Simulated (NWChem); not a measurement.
**One shape, several levels: C2HClF2Ti (SMILES C#[C][Ti]([F])([F])[Cl])**

Aim: a comparison of 5 runs (HF/STO-3G, HF/3-21G, TPSSh/6-31G**, B3LYP/6-31G*) of C2HClF2Ti. 

Program for the calculation: NWChem 7.3.0.

**1. The system as given**

C2HClF2Ti: 7 atoms, total charge 0, spin state singlet. SMILES: `C#[C][Ti]([F])([F])[Cl]`. Geometry: relaxed at PBE0-D4/def2-TZVP.

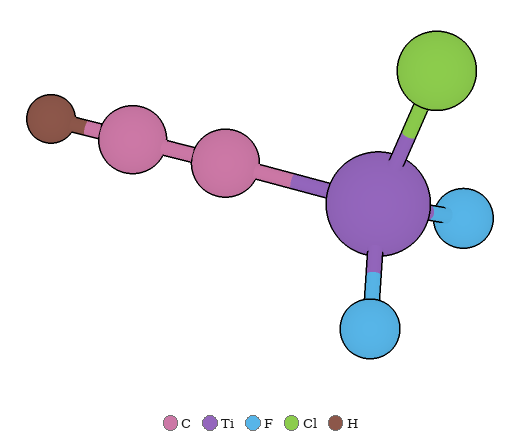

The structure, seen from a chosen angle (carbon pink, titanium purple, fluorine blue, chlorine green, hydrogen brown).

**2. Energy and forces at HF/STO-3G (run 1)**

Input file run.py:

```python
from ase import Atoms
from ase.calculators.nwchem import NWChem

atoms = Atoms('CCTiFFClH', positions=[
    [1.276900, -1.601000, 0.547700],
    [0.546900, -0.692700, 0.207100],
    [-0.654500, 0.794400, -0.382400],
    [-2.097400, 0.100300, -1.052700],
    [0.181100, 1.731100, -1.581500],
    [-1.110500, 1.999200, 1.368000],
    [1.918700, -2.399400, 0.848100],
])

calc = NWChem(
    label='job',
    theory='scf',
    memory='2200 mb',
    basis='STO-3G',
    basispar='spherical bse',
    scf={'nopen': '0', 'rhf': None, 'thresh': '1e-08', 'maxiter': '80'},
)
atoms.calc = calc

forces = atoms.get_forces()
e = atoms.get_potential_energy()
print(f"E = {e:.6f} eV")
print("forces (eV/A):")
for s, f in zip(atoms.symbols, forces):
    print(f"{s:2s} {f[0]:10.5f} {f[1]:10.5f} {f[2]:10.5f}")
print("dipole (e A):", atoms.get_dipole_moment().round(4))
```

Launch:

```
$ export ASE_NWCHEM_COMMAND="nwchem PREFIX.nwi > PREFIX.nwo"
$ python run.py
```

The program printed:

```text
E = -42616.481495 eV
forces (eV/A):
C    -2.45720    3.05848   -1.14013
C     2.76676   -3.49536    1.12686
Ti   -0.96247    0.34890   -3.09504
F     2.23038    1.17386    0.95198
F    -1.41138   -1.43344    1.79977
Cl   -0.21366    0.40227    0.32087
H     0.04757   -0.05471    0.03569
dipole (e A): [ 0.0843 -0.2253 -0.3309]
```

The calculator wrote job.nwi:

```
title "job"

permanent_dir job

scratch_dir job

start job

geometry units angstrom nocenter noautosym noautoz
  C  1.2768999999999999e+00 -1.6010000000000000e+00 5.4769999999999996e-01
  C  5.4690000000000005e-01 -6.9269999999999998e-01 2.0710000000000001e-01
  Ti -6.5449999999999997e-01 7.9440000000000000e-01 -3.8240000000000002e-01
  F  -2.0973999999999999e+00 1.0030000000000000e-01 -1.0527000000000000e+00
  F  1.8110000000000001e-01 1.7311000000000001e+00 -1.5814999999999999e+00
  Cl -1.1105000000000000e+00 1.9992000000000001e+00 1.3680000000000001e+00
  H  1.9187000000000001e+00 -2.3994000000000000e+00 8.4809999999999997e-01
end

memory 2200 mb

basis spherical bse noprint
   * library STO-3G
end

scf
  nopen 0
  rhf
  thresh 1e-08
  maxiter 80
end

task scf gradient
```

job.nwo:

```text
Northwest Computational Chemistry Package (NWChem) 7.3.0
             --------------------------------------------------------

           Job information
           ---------------

    nwchem branch   = 7.3.0
    use scalapack   = T
    input           = job.nwi
    prefix          = job.
    data base       = job/job.db
    status          = startup
    nproc           =        1

           Memory information
           ------------------

    heap     =     72089594 doubles =      550.0 Mbytes
    stack    =     72089599 doubles =      550.0 Mbytes
    global   =    144179200 doubles =     1100.0 Mbytes (distinct from heap & stack)
    total    =    288358393 doubles =     2200.0 Mbytes
    verify   = yes
    hardfail = no

[... 139 lines left out ...]
 Convergence threshold     :          1.000E-08
[... 13 lines left out ...]
       Final RHF  results
[... 3 lines left out ...]
      One-electron energy =  -2995.497949507218
[... 1 line left out ...]
 Nuclear repulsion energy =    420.963335685513
[... 53 lines left out ...]
                       ROHF Final Molecular Orbital Analysis
[... 264 lines left out ...]
                 ----------------------------------------
                 |  Time  |  1-e(secs)   |  2-e(secs)   |
                 ----------------------------------------
                 |  CPU   |       0.00   |       1.45   |
                 ----------------------------------------
                 |  WALL  |       0.00   |       1.45   |
                 ----------------------------------------

 Task  times  cpu:        6.1s     wall:        6.1s
 Total times  cpu:        6.1s     wall:        6.1s
```

It took 7.2 s on 1 thread of Intel Xeon 6975P-C (Granite Rapids), shared host; peak memory 0.097 GiB.

**3. Energy and forces at HF/3-21G (run 2)**

Input file geom.nw:

```
start geom
title "C2HClF2Ti gradient"
memory stack 880 mb heap 220 mb global 1100 mb

geometry units angstroms noautosym nocenter noautoz
C     1.276900   -1.601000    0.547700
C     0.546900   -0.692700    0.207100
Ti   -0.654500    0.794400   -0.382400
F    -2.097400    0.100300   -1.052700
F     0.181100    1.731100   -1.581500
Cl   -1.110500    1.999200    1.368000
H     1.918700   -2.399400    0.848100
end

basis "ao basis" spherical bse
* library 3-21G
end

scf
thresh 1e-08
maxiter 80
noprint "final vectors analysis"
end

task scf gradient
```

Launch:

```
$ nwchem geom.nw > geom.out
```

The program printed:

```text
[...]
  functions       =    78
[...]
  wavefunction    = RHF
[...]
         Total SCF energy =  -1575.419446879680
      One-electron energy =  -3004.261357899888
      Two-electron energy =   1007.878575334696
 Nuclear repulsion energy =    420.963335685513
        Time for solution =      7.0s
[...]
                         RHF ENERGY GRADIENTS
    atom               coordinates                        gradient
                 x          y          z           x          y          z
   1 C       2.412991  -3.025451   1.035003    0.011400  -0.014216   0.005096
   2 C       1.033491  -1.309013   0.391362   -0.009105   0.011512  -0.003526
   3 Ti     -1.236826   1.501198  -0.722631   -0.006670   0.019811   0.032756
   4 F      -3.963511   0.189540  -1.989315   -0.019546  -0.010241  -0.007605
   5 F       0.342229   3.271305  -2.988602    0.012568   0.012757  -0.015103
   6 Cl     -2.098541   3.777940   2.585145    0.004225  -0.010755  -0.014978
   7 H       3.625817  -4.534209   1.602677    0.007129  -0.008868   0.003360
[...]
```

Wall time 9.6 s (1 thread of Intel Xeon 6975P-C (Granite Rapids), shared host); peak memory 0.097 GiB.

Runs 3 to 4 aren't shown in full; the table further down has their settings and results.

**4. Energy and forces at B3LYP/6-31G(d) (Cartesian functions) (run 5)**

Input file c2hclf2ti.nw:

```
start c2hclf2ti
title "C2HClF2Ti gradient"
memory total 2200 mb
geometry units angstroms noautosym nocenter noautoz
   C        1.276900      -1.601000       0.547700
   C        0.546900      -0.692700       0.207100
   Ti      -0.654500       0.794400      -0.382400
   F       -2.097400       0.100300      -1.052700
   F        0.181100       1.731100      -1.581500
   Cl      -1.110500       1.999200       1.368000
   H        1.918700      -2.399400       0.848100
end
basis "ao basis"
   * library 6-31G*
end
dft
   xc b3lyp
   grid fine
   convergence energy 1e-08
   iterations 100
   mulliken
end
task dft gradient
```

Launch:

```
$ nwchem c2hclf2ti.nw > c2hclf2ti.out
```

The program printed:

```text
[...]
          Wavefunction type:  closed shell.
          No. of atoms     :     7
          No. of electrons :    70
[...]
          Charge           :     0
          Spin multiplicity:     1
[...]
          AO basis - number of functions:   120
[...]
              XC Information
              --------------
                         B3LYP Method XC Potential
                     Hartree-Fock (Exact) Exchange  0.200
                        Slater Exchange Functional  0.800 local
                    Becke 1988 Exchange Functional  0.720 non-local
              Lee-Yang-Parr Correlation Functional  0.810
                  VWN I RPA Correlation Functional  0.190 local
[...]
 d= 0,ls=0.0,diis     1  -1585.7618236301 -2.01D+03  7.56D-02  4.03D+00     3.5
[...]
 d= 0,ls=0.0,diis    14  -1586.2719319050 -7.01D-09  5.36D-07  3.55D-09    36.0
         Total DFT energy =    -1586.271931904985
      One electron energy =    -3018.936573736513
           Coulomb energy =     1114.136944202502
    Exchange-Corr. energy =     -102.435638056487
 Nuclear repulsion energy =      420.963335685513
[...]
      Total Density - Mulliken Population Analysis
     ---------------------------------------------
    Atom       Charge   Shell Charges
 -----------   ------   -------------------------------------------------------
    1 C    6     6.26   1.99  0.74  1.96  0.62  0.95 -0.00
    2 C    6     6.22   1.99  0.72  1.94  0.56  1.03 -0.01
    3 Ti  22    20.73   2.00  2.00  5.99  2.07  6.12  0.07  0.44  0.03  0.05  0.86  1.15 -0.06
    4 F    9     9.36   1.99  0.95  3.29  0.98  2.10  0.06
    5 F    9     9.36   1.99  0.95  3.29  0.98  2.10  0.06
    6 Cl  17    17.26   2.00  1.99  5.97  1.46  3.63  0.56  1.69 -0.03
    7 H    1     0.79   0.51  0.28
[...]
  wavefunction    = closed shell
                         DFT ENERGY GRADIENTS
    atom               coordinates                        gradient
                 x          y          z           x          y          z
   1 C       2.412991  -3.025451   1.035003   -0.011199   0.014021  -0.004981
   2 C       1.033491  -1.309013   0.391362    0.011213  -0.013936   0.005290
   3 Ti     -1.236826   1.501198  -0.722631   -0.001466   0.003809   0.005813
   4 F      -3.963511   0.189540  -1.989315    0.000029  -0.000105   0.000535
   5 F       0.342229   3.271305  -2.988602    0.000288   0.000092   0.000433
   6 Cl     -2.098541   3.777940   2.585145    0.001917  -0.004830  -0.006648
   7 H       3.625817  -4.534209   1.602677   -0.000782   0.000947  -0.000441
[...]
```

It took 50 s on 1 thread of Intel Xeon 6975P-C (Granite Rapids), shared host; peak memory 0.13 GiB.

**5. The series**

| run | level | iteration cap | module | energy (Eh) | dipole moment (D) | HOMO energy (eV) | LUMO energy (eV) | wall time |
| --- | --- | --- | --- | --- | --- | --- | --- | --- |
| 1 | HF/STO-3G | 80 | scf | -1566.126821 | 1.96 | -9.18 | 5.50 | 7.2 s |
| 2 | HF/3-21G | 80 | scf | -1575.419447 | 2.96 | – | – | 9.6 s |
| 3 | TPSSh/6-31G** (spherical functions) | 100 | dft | -1586.264928 | – | – | – | 2 min |
| 4 | B3LYP/6-31G* (spherical functions) | 100 | dft | -1586.252720 | 1.98 | -8.35 | -3.62 | 46 s |
| 5 | B3LYP/6-31G* (Cartesian functions) | 100 | dft | -1586.271932 | 1.91 | -8.32 | -3.47 | 50 s |

**6. Outcome**

| quantity | value |
| --- | --- |
| run 5: total energy | -1586.27193 Eh |
| run 5: dipole moment | 1.91 D |
| run 5: HOMO energy | -8.32 eV |
| run 5: LUMO energy | -3.47 eV |
| run 5: HOMO–LUMO gap | 4.84 eV |
| run 5: largest force on an atom | 0.959 eV/Å |

In words: Over runs 1, 2, 4, 5 the dipole moment (its size) runs from 1.91 D (B3LYP/6-31G*) to 2.96 D (HF/3-21G). The two ends differ in method and basis. Over runs 1, 4, 5 the HOMO–LUMO gap runs from 4.73 eV (B3LYP/6-31G*) to 14.68 eV (HF/STO-3G). Totals of different functionals can't be ranked against each other. In run 1 the basis is minimal, so the values are rough. All runs together took 3.9 min, the longest 2 min.
